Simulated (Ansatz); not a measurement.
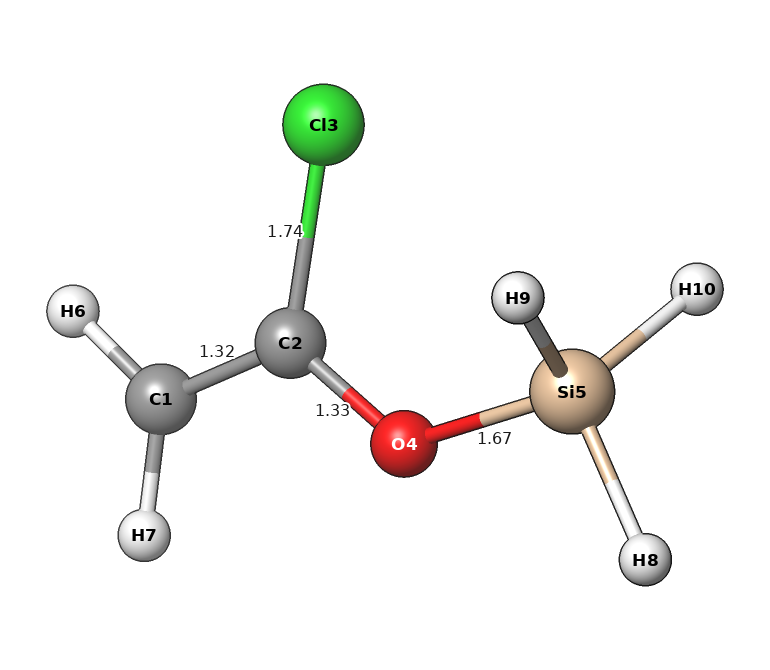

The numbers beside the sticks are distances in Å. Sticks don't show bond order. The computed structure is the end point of a PBE0-D4/def2-TZVP optimisation. No frequency run is at hand to confirm it as a minimum.

Question: Which of the marked bonds are single, double, triple or aromatic?

Answer: C1–C2 double; C2–Cl3 single; C2–O4 single; O4–Si5 single.

Question: Give the structure as SMILES.

Answer: C=C(Cl)O[SiH3]
